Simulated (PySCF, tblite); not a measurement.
# C₃H₈B₂F₂: geometry, infrared bands and NMR shifts

What infrared bands and NMR shifts should C₃H₈B₂F₂ (`CB(C)CB(F)F`) show?

Computed with tblite 0.8.0 and PySCF 2.14.0, with density-fitted response routines of our own, on a single molecule in the gas phase. Atoms count from 0, in the outputs and in this text.

## 1. The molecule as given

15 atoms, charge 0, multiplicity 1; geometry from: force field or distance geometry start.

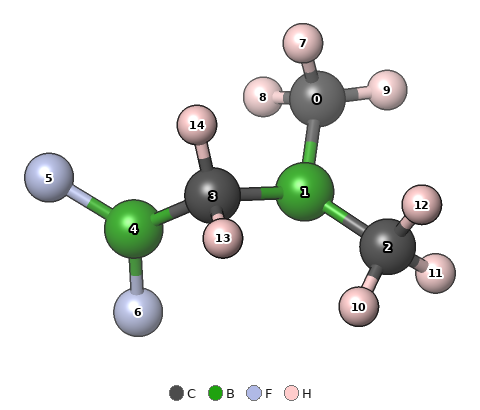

As it starts; carbon dark grey, boron green, fluorine light blue, hydrogen pink, atoms numbered.

## 2. Relaxing the molecule with GFN2-xTB

What the job is given:

```
{"job": {"kind": "relax", "xc": "GFN2-xTB", "basis": "xTB"}, "charge": 0, "multiplicity": 1}
C     -0.693000     1.467800     0.602500
B     -0.359500    -0.047200     0.273400
C     -1.456800    -1.202800     0.320600
C      0.741100    -0.221200    -0.875600
B      2.161500    -0.147900    -0.209600
F      3.157800     0.733200    -0.798900
F      2.564000    -0.988300     0.888000
H     -0.848200     1.979700    -0.369900
H      0.221000     1.901000     1.048400
H     -1.603300     1.590100     1.222700
H     -0.962600    -2.148700    -0.005500
H     -1.860700    -1.384600     1.324600
H     -2.250500    -1.002800    -0.427300
H      0.550600    -1.157600    -1.441600
H      0.634200     0.637200    -1.573800
```

Launch:

```console
OMP_NUM_THREADS=1 python probes_run.py task.json out
```

This one command runs all jobs of the session in turn.

**Question.** This job is followed by: GFN2-xTB harmonic vibrations, gas phase; GIAO PBE0/pcSseg-1 NMR shielding, non-relativistic, gas phase. What will the session give for the following? strongest single infrared mode (GFN2-xTB); zero-point energy (GFN2-xTB); 13C shifts against TMS (PBE0/pcSseg-1, means over atoms taken as alike); 1H shifts against TMS (PBE0/pcSseg-1, means over atoms taken as alike); 11B shifts against BF3·OEt2 (PBE0/pcSseg-1); 19F shifts against CFCl3 (PBE0/pcSseg-1, means over atoms taken as alike).

As calculated:

| quantity | value |
| --- | --- |
| strongest single infrared mode (GFN2-xTB) | 1254 cm⁻¹, 448 km/mol |
| zero-point energy (GFN2-xTB) | 70.5 kcal/mol |
| 13C shifts against TMS (PBE0/pcSseg-1, means over atoms taken as alike) | 27.6, 16.8 ppm |
| 1H shifts against TMS (PBE0/pcSseg-1, means over atoms taken as alike) | 1.69, 1.06 ppm |
| 11B shifts against BF3·OEt2 (PBE0/pcSseg-1) | 88.8, 27.0 ppm |
| 19F shifts against CFCl3 (PBE0/pcSseg-1, means over atoms taken as alike) | -63.8 ppm |

In words: Over 107 steps the energy fell by 1.053 eV; of the close pairs, B4–F5 changed most, 1.455 to 1.322 Å. No mode is imaginary among the 39: a minimum at this level. The strongest single mode, at 1254 cm⁻¹, moves mainly B4. Unscaled tight-binding wavenumbers are off by several per cent, some by more. Its intensities can rank the bands wrongly. At PBE0/pcSseg-1: The widest tensor belongs to F5, F6: span 302 ppm, with a paramagnetic part of -233 ppm.
